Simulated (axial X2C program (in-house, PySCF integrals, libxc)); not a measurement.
## MoS⁻: relativistic diatomic calculation

System: MoS⁻, single determinant with M_S = 5/2 and |Λ| = 1 (not the lowest found).
Method: PBE0, spin-free X2C-1e, Mo dyall-acv3z, S dyall-av3z (cores contracted) (axial X2C program (in-house, PySCF integrals, libxc)).

## Output
```
spin-free X2C-1e  PBE0
basis functions 225  fitting functions 1049  grid points 5080
iter        total energy     max residual
   1      -4447.337284421     1.09e-05
   2      -4447.337284422     1.53e-05
converged
one-electron -6466.65543501  Coulomb 2008.95158839  exact exchange -36.96195592  xc functional -113.36153418  nuclear repulsion 160.69005230
```

## The points of the curve

```tsv
R (Å)	E (hartree)	dipole (D; origin at the first atom, positive when the second is positive)	highest filled (eV)	lowest empty (eV)
2.080	−4447.330317	0.14	0.60	1.35
2.147	−4447.335501	−0.96	0.53	1.33
2.213	−4447.337284	−1.91	0.45	1.30
2.291	−4447.336255	−2.85	0.36	1.24
2.368	−4447.332968	−3.61	0.28	1.18
2.467	−4447.326811	−4.37	0.19	1.12
```

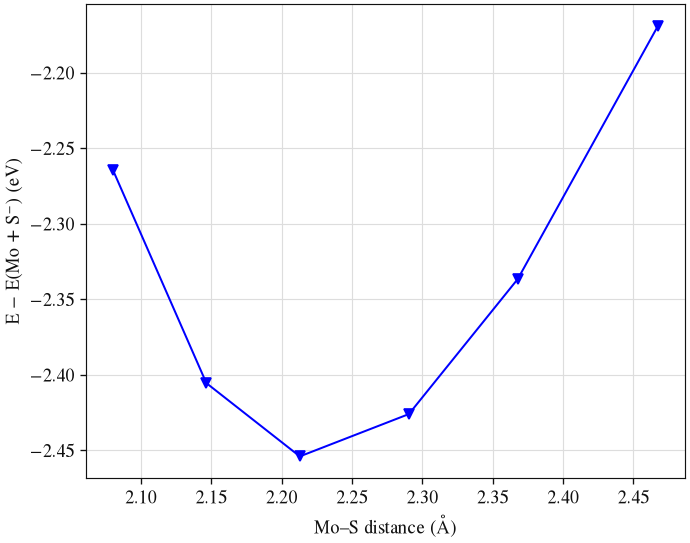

Energy at 6 bond lengths, for one set of occupations held fixed; the line joins the points. A polynomial of degree 4 through 6 points gives rₑ = 2.224 Å, ωₑ = 404.9 cm⁻¹, ωₑxₑ = 2.3 cm⁻¹ and Bₑ = 0.1414 cm⁻¹. The minimum lies 2.45 eV below Mo + S⁻, each computed as one determinant at the same level.

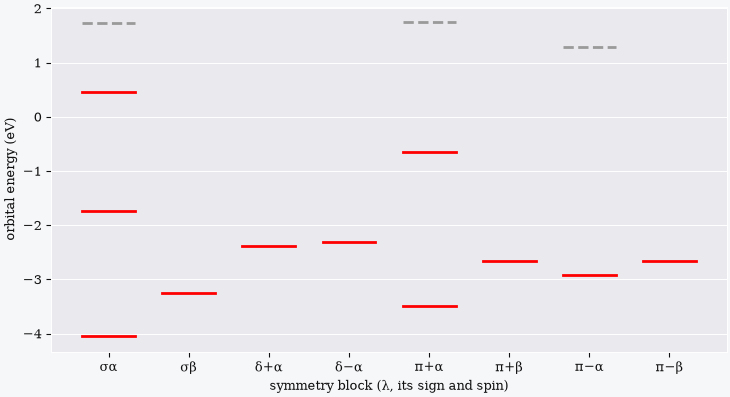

Orbital energies near the frontier at 2.21 Å, filled (solid) and empty (dashed); a label such as π−α means λ = −1 and α spin. The highest filled orbital (σα; 41 % Mo p, 25 % Mo s) lies at 0.45 eV, the lowest empty one (π−α; 42 % Mo d, 28 % S p) at 1.30 eV. A filled level above zero is held only by the finite basis .

## Input file
```
{"zs": [42, 16], "q": -1, "bas": ["dyall-acv3z", "dyall-av3z"], "levels": ["PBE0", "HF", "PBE"], "cc": true, "r0": 2.15, "thr": -1.0, "nmax": 90, "npts": 10, "nst": 2, "ntry": 6}
```

The line is the task of a batch: nuclear charges, charge, bases, the levels to run, a first guess of the distance and further settings. This report covers PBE0 without spin-orbit coupling. The log is that of the reference distance 2.213 Å, started from orbitals converged before.

The run was one of a batch that the task file lists, launched with:
```bash
python <driver script> task.json out
```

## Results in brief

| quantity | value |
| --- | --- |
| outcome | converged; a filled level lies above zero |
| bond length rₑ | 2.224 Å |
| ωₑ | 404.9 cm⁻¹ |
| energy at the minimum | −4447.33732 hartree |
| depth below the fragments | 2.45 eV |
| largest ⟨S²⟩ along the curve | 9.13 |
| hardware | 1 thread of Arm Neoverse V1, 24 GiB of memory available, shared host |
| wall time | 5.4 s |

## Remarks

The highest filled level (PBE0, up to 0.60 eV) lies above zero. That is common for anions, where the functional's self-interaction leaves the outer electrons unbound; only the finite basis holds them, so such levels depend on it. Limits: 6 of the 10 points asked for were kept.
